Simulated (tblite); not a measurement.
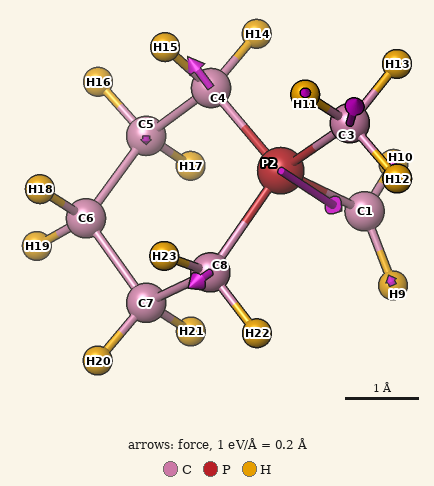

Starting geometry of C$_{7}$H$_{15}$P with the computed forces as purple arrows. The picture is a ball-and-stick view, seen at a tilt.

All numbers below come from GFN2-xTB geometry optimisation, gas phase in tblite 0.8.0. 

**Is this structure relaxed? If not, where do the atoms go?**

It isn't relaxed: the largest force vector, on P2, is 7.95 eV/Å. The final displacements have little in common with the starting forces (cosine between the two patterns 0.29). The largest move after the best rigid fit is that of C1, 0.46 Å. Largest moves by element: C 0.46 Å, H 0.39 Å, P 0.37 Å. Near-neighbour distances that change, for instance: P2–C3 1.730 → 1.886 Å, P2–C4 1.752 → 1.830 Å, C1–P2 1.730 → 1.703 Å, C4–H15 1.106 → 1.094 Å. Among the angles between lasting bonds that change: C1–P2–C3 104.3° → 130.9°, C3–P2–C8 117.2° → 101.3°, C3–P2–C4 116.3° → 101.3°. After 67 geometry steps the energy has fallen by 1.606 eV.
